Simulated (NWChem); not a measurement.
**PH3 (phosphine), step by step**

We compute the energy (singlet PH3, CAM-B3LYP-D3(BJ)/3-21G), then the energy (singlet C3HN, CAM-B3LYP-D3(BJ)/3-21G), then the energy (singlet PH3, CAM-B3LYP-D3(BJ)/3-21G), then a single-point energy (singlet C3HN, CAM-B3LYP-D3(BJ)/3-21G) of H3P and its partners. 

Program for the calculation: NWChem 7.3.0.

## (1) Starting point

The species is PH3 (4 atoms), meant as a singlet with charge 0. As SMILES, `P`. The two molecules were placed rigidly side by side, at 0.8 times their contact distance; the pair isn't optimised.

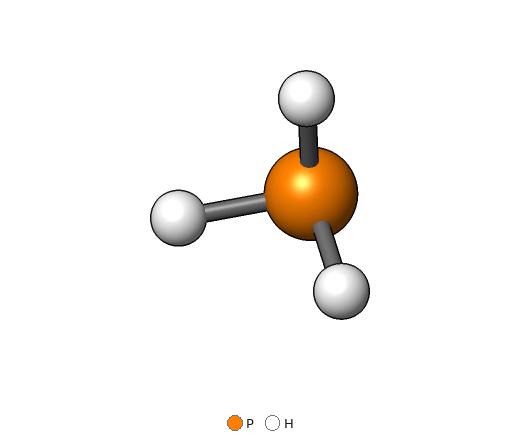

Viewed from a chosen angle; phosphorus orange, hydrogen white.

## (2) A single-point energy at CAM-B3LYP-D3(BJ)/3-21G (run 2)

The input, sp.nw:

```
start sp
title "H3P"
memory total 2200 mb

geometry noautosym nocenter noautoz
  P        0.345980      -0.326500      -0.332820
  H        0.630880      -0.034000       1.026980
  H       -1.005520      -0.663000      -0.057220
  H        0.028680       1.023500      -0.636920
end

basis spherical bse
  * library 3-21G
end

dft
  xc xcamb88 1.00 lyp 0.81 vwn_5 0.19 hfexch 1.00
  cam 0.33 cam_alpha 0.19 cam_beta 0.46
  disp vdw 4
  grid fine
  convergence energy 1e-08
  direct
  maxiter 100
  mulliken
  print low
end

task dft energy
```

Run with:

```
$ nwchem sp.nw > sp.out
```

The log of the run (excerpt; [...] marks lines left out):

```text
[...]
 d= 0,ls=0.0,diis     1   -341.3550964878 -3.59D+02  1.54D-02  1.14D-01     0.2
[...]
 d= 0,ls=0.0,diis     7   -341.3696705470 -5.10D-10  5.44D-07  3.17D-12     0.7
         Total DFT energy =     -341.369670546988
      One electron energy =     -506.350243872995
           Coulomb energy =      171.700220919576
    Exchange-Corr. energy =      -24.261318858347
 Nuclear repulsion energy =       17.542623112300
    Dispersion correction =       -0.000951847522
[...]
      Total Density - Mulliken Population Analysis
     ---------------------------------------------
    Atom       Charge   Shell Charges
 -----------   ------   -------------------------------------------------------
    1 P   15    15.02   2.00  1.97  5.86  0.86  1.95  1.00  1.39
    2 H    1     0.99   0.44  0.55
    3 H    1     0.99   0.44  0.55
    4 H    1     0.99   0.44  0.55
[...]
```

Run time: 1.3 s. Hardware: 1 thread of Intel Xeon Platinum 8488C (Sapphire Rapids), shared host; peak memory 0.11 GiB.

## (3) C3HN: the energy at CAM-B3LYP-D3(BJ)/3-21G (run 3)

The input, c3hn.nw:

```
START c3hn
memory 2200 mb

GEOMETRY units atomic noautosym nocenter noautoz
   C   0.95535104  4.30345441  3.66860091
   C  -0.17304222  5.21037177  5.41661648
   C  -1.45856621  6.24248349  7.41016416
   N  -2.54177612  7.11211655  9.09177474
   H   1.95509175  3.49954602  2.11654995
END

BASIS spherical bse
   * library 3-21G
END

DFT
   xc xcamb88 1.00 lyp 0.81 vwn_5 0.19 hfexch 1.00
   cam 0.33 cam_alpha 0.19 cam_beta 0.46
   mult 1
   disp vdw 4
   grid fine
   convergence energy 1e-08
   direct
   maxiter 100
   mulliken
   noprint "final vectors analysis"
END

TASK dft energy
```

Run with:

```
$ nwchem c3hn.nw > c3hn.out
```

The log of the run (excerpt; [...] marks lines left out):

```text
[...]
          Wavefunction type:  closed shell.
          No. of atoms     :     5
          No. of electrons :    26
[...]
          Charge           :     0
          Spin multiplicity:     1
[...]
          AO basis - number of functions:    38
[...]
              XC Information
              --------------
                     Hartree-Fock (Exact) Exchange  1.000
                   CAM-Becke88 Exchange Functional  1.000
                      VWN V Correlation Functional  0.190 local
              Lee-Yang-Parr Correlation Functional  0.810
[...]
 d= 0,ls=0.0,diis     1   -168.4534574180 -2.46D+02  7.67D-02  7.35D-01     0.3
[...]
 d= 0,ls=0.0,diis    10   -168.5490564165 -1.94D-09  2.06D-06  4.87D-09     2.5
         Total DFT energy =     -168.549056416480
      One electron energy =     -378.746165358846
           Coulomb energy =      156.178548046286
    Exchange-Corr. energy =      -23.229223886920
 Nuclear repulsion energy =       77.249985624336
    Dispersion correction =       -0.002200841336
[...]
      Total Density - Mulliken Population Analysis
     ---------------------------------------------
    Atom       Charge   Shell Charges
 -----------   ------   -------------------------------------------------------
    1 C    6     6.25   1.99  0.43  1.62  0.82  1.40
    2 C    6     5.75   1.98  0.43  1.71  0.58  1.05
    3 C    6     5.86   1.99  0.43  1.73  0.68  1.04
    4 N    7     7.43   1.99  0.43  1.71  1.52  1.78
    5 H    1     0.70   0.45  0.25
[...]
```

Run time: 3.3 s. Hardware: 1 thread of Intel Xeon Platinum 8488C (Sapphire Rapids), shared host; peak memory 0.12 GiB.

## (4) PH3 among ghost functions: the energy at CAM-B3LYP-D3(BJ)/3-21G (with ghost functions) (run 4)

The input, run.nw:

```
start run
memory 2200 mb

geometry units angstroms noautosym nocenter noautoz
 P      0.345980    -0.326500    -0.332820
 H      0.630880    -0.034000     1.026980
 H     -1.005520    -0.663000    -0.057220
 H      0.028680     1.023500    -0.636920
 bqC      0.505550     2.277290     1.941340
 bqC     -0.091570     2.757210     2.866350
 bqC     -0.771840     3.303380     3.921290
 bqN     -1.345050     3.763570     4.811160
 bqH      1.034590     1.851880     1.120030
end

basis spherical bse
 P library 3-21G
 H library 3-21G
 bqC library C 3-21G
 bqN library N 3-21G
 bqH library H 3-21G
end

dft
 xc xcamb88 1.00 lyp 0.81 vwn_5 0.19 hfexch 1.00
 cam 0.33 cam_alpha 0.19 cam_beta 0.46
 disp vdw 4
 grid fine
 convergence energy 1e-08
 direct
 maxiter 100
 mulliken
 print low
end

task dft energy
```

Run with:

```
$ nwchem run.nw > run.out
```

The log of the run (excerpt; [...] marks lines left out):

```text
[...]
 d= 0,ls=0.0,diis     1   -341.3562405253 -3.59D+02  5.36D-03  1.15D-01     0.8
[...]
 d= 0,ls=0.0,diis     7   -341.3707584864 -6.37D-10  2.18D-07  5.06D-12     5.0
         Total DFT energy =     -341.370758486379
      One electron energy =     -506.338759693718
           Coulomb energy =      171.685556197139
    Exchange-Corr. energy =      -24.259226254578
 Nuclear repulsion energy =       17.542623112300
    Dispersion correction =       -0.000951847522
[...]
      Total Density - Mulliken Population Analysis
     ---------------------------------------------
    Atom       Charge   Shell Charges
 -----------   ------   -------------------------------------------------------
    1 P   15    15.01   2.00  1.97  5.86  0.86  1.95  1.00  1.38
    2 H    1     0.99   0.44  0.55
    3 H    1     0.99   0.44  0.55
    4 H    1     0.99   0.44  0.55
    5 X    0    -0.00  -0.00 -0.00  0.00  0.00 -0.01
    6 X    0    -0.00  -0.00 -0.00 -0.00 -0.00 -0.00
    7 X    0    -0.00  -0.00 -0.00 -0.00 -0.00 -0.00
    8 X    0    -0.00  -0.00 -0.00 -0.00 -0.00 -0.00
    9 X    0     0.01  -0.00  0.01
[...]
```

It took 5.7 s on 1 thread of Intel Xeon Platinum 8488C (Sapphire Rapids), shared host; peak memory 0.12 GiB.

## (5) C3HN among ghost functions: a single-point energy at CAM-B3LYP-D3(BJ)/3-21G (with ghost functions) (run 5)

The input, run.nw:

```
echo
start run
memory total 2200 mb

geometry units angstrom noautosym nocenter noautoz
C     0.505550    2.277290    1.941340
C    -0.091570    2.757210    2.866350
C    -0.771840    3.303380    3.921290
N    -1.345050    3.763570    4.811160
H     1.034590    1.851880    1.120030
bqP      0.345980    -0.326500    -0.332820
bqH      0.630880    -0.034000     1.026980
bqH     -1.005520    -0.663000    -0.057220
bqH      0.028680     1.023500    -0.636920
end

basis spherical bse
C library 3-21G
N library 3-21G
H library 3-21G
bqP library P 3-21G
bqH library H 3-21G
end

dft
xc xcamb88 1.00 lyp 0.81 vwn_5 0.19 hfexch 1.00
cam 0.33 cam_alpha 0.19 cam_beta 0.46
disp vdw 4
grid fine
convergence energy 1e-08
direct
iterations 100
mulliken
print low
end

task dft
```

Run with:

```
$ nwchem run.nw > run.out
```

The log of the run (excerpt; [...] marks lines left out):

```text
[...]
 d= 0,ls=0.0,diis     1   -168.4540426187 -2.46D+02  5.15D-02  7.36D-01     0.8
[...]
 d= 0,ls=0.0,diis    10   -168.5497465626 -1.67D-09  1.38D-06  5.30D-09     7.4
         Total DFT energy =     -168.549746562571
      One electron energy =     -378.726736720410
           Coulomb energy =      156.156494141190
    Exchange-Corr. energy =      -23.227294283434
 Nuclear repulsion energy =       77.249991141494
    Dispersion correction =       -0.002200841413
[...]
      Total Density - Mulliken Population Analysis
     ---------------------------------------------
    Atom       Charge   Shell Charges
 -----------   ------   -------------------------------------------------------
    1 C    6     6.25   1.99  0.43  1.62  0.80  1.41
    2 C    6     5.77   1.98  0.43  1.70  0.58  1.06
    3 C    6     5.86   1.99  0.43  1.73  0.68  1.04
    4 N    7     7.43   1.99  0.43  1.71  1.52  1.78
    5 H    1     0.68   0.45  0.23
    6 X    0     0.00  -0.00 -0.00  0.00 -0.00 -0.00  0.00  0.00
    7 X    0     0.00  -0.00  0.00
    8 X    0     0.00  -0.00  0.00
    9 X    0     0.00  -0.00  0.00
[...]
```

Run time: 8.1 s. Hardware: 1 thread of Intel Xeon Platinum 8488C (Sapphire Rapids), shared host; peak memory 0.12 GiB.

## (6) Summary of results

```
                                        quantity          value
     run 2, CAM-B3LYP-D3(BJ)/3-21G: total energy  -341.36967 Eh
run 2, CAM-B3LYP-D3(BJ)/3-21G: dispersion energy   -2.50 kJ/mol
                              C3HN: total energy  -168.54906 Eh
                             C3HN: dipole moment         3.58 D
                         C3HN: dispersion energy   -5.78 kJ/mol
         PH3 among ghost functions: total energy  -341.37076 Eh
    PH3 among ghost functions: dispersion energy   -2.50 kJ/mol
        C3HN among ghost functions: total energy  -168.54975 Eh
   C3HN among ghost functions: dispersion energy   -5.78 kJ/mol
```
